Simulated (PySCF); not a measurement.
C10H8N2, SMILES c1ccncc1-c1ccncc1 at its GFN2-xTB optimised geometry (Å):

```
20

C      2.2848     1.2156    -0.0167
C      2.9472    -0.0032    -0.0036
N      2.3182    -1.1660     0.0000
C      1.0002    -1.1660     0.0000
C      0.2237    -0.0055     0.0000
C     -1.2417    -0.0718     0.0058
C     -2.0079     0.7994    -0.7676
C     -3.3874     0.6880    -0.7272
N     -4.0278    -0.2026     0.0106
C     -3.3039    -1.0298     0.7455
C     -1.9199    -1.0116     0.7811
C      0.9012     1.2126    -0.0136
H      2.8372     2.1425    -0.0222
H      4.0278    -0.0560     0.0046
H      0.5333    -2.1425    -0.0187
H     -1.5354     1.5345    -1.4012
H     -4.0154     1.3447    -1.3155
H     -3.8656    -1.7422     1.3357
H     -1.3769    -1.6990     1.4113
H      0.3485     2.1415     0.0002
```

Calculation: B3LYP/def2-SVP run with PySCF. Cells within 0.4 Å of a nucleus heavier than hydrogen are left out (blank, or x).

Map of the log10 of the electron density (e/bohr³), floored at −4 on the plane z = 0.8 Å:

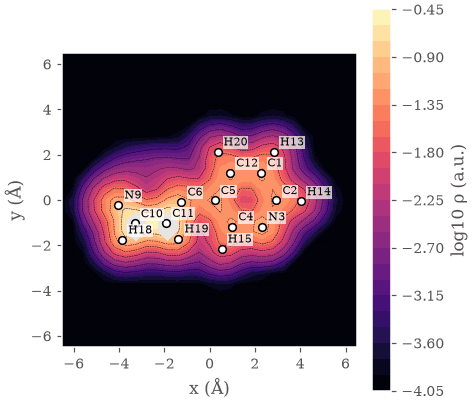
Fig. 1. Log10 of the electron density (e/bohr³), floored at −4 on the plane z = 0.8 Å.
